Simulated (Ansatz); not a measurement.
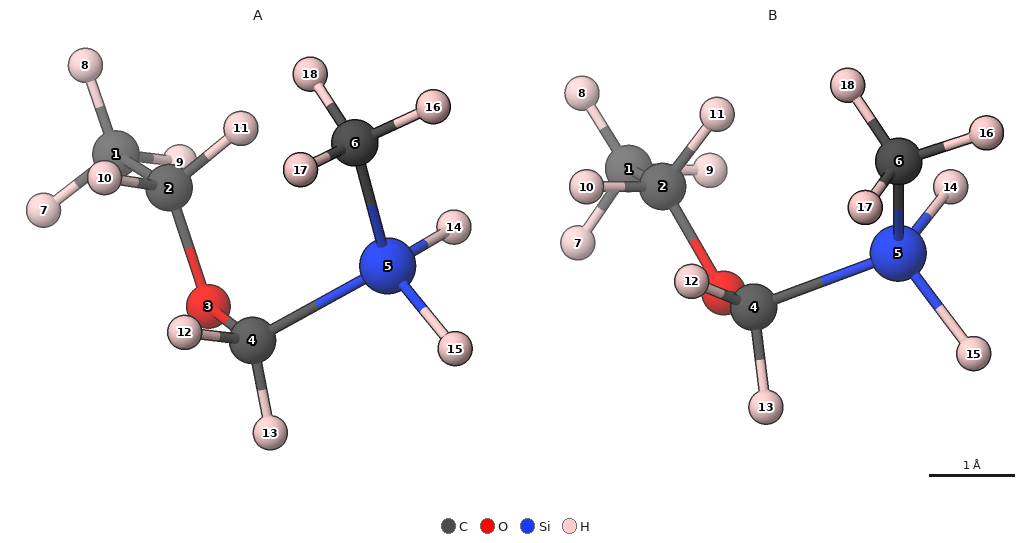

Two geometries of C$_{4}$H$_{12}$OSi, drawn at one scale. One is the start of a relaxation, the other its converged end. Style: ball-and-stick. Shown from a free direction.

Method: Ansatz 0.2.0, RKS revPBE-D4/STO-3G. Settings: no spin polarisation; force threshold 0.015 eV/Å; at most 40 steps.

**Which geometry has the lower energy?**

Structure A is the relaxed one. The run prepares an end point of a later path (torsion) calculation, from a guessed geometry. The atom that moves furthest after the best rigid fit is H17 (0.83 Å). By element the largest moves are H 0.83 Å, C 0.55 Å, O 0.18 Å, Si 0.16 Å. Near-neighbour distances that change, for instance: C4–H12 1.043 → 1.122 Å, C4–H13 1.192 → 1.115 Å, C1–H8 1.052 → 1.108 Å, Si5–H14 1.510 → 1.458 Å. Among the angles between lasting bonds that change: Si5–C4–H13 102.0° → 108.7°, H8–C1–H9 114.2° → 108.7°, C2–C1–H9 105.6° → 110.3°. Groups turn about C4–Si5 by about 30°, O3–C4 by about 20°. After 16 geometry steps the energy has fallen by 0.643 eV. Largest force component: 5 eV/Å at the start, 0.0044 eV/Å at the end. Cost: 74 s on 1 thread of Arm Neoverse V1, with other jobs on the host, peak memory 0.14 GiB.

Limits of the set-up: STO-3G is a minimal basis, so the numbers are rough.
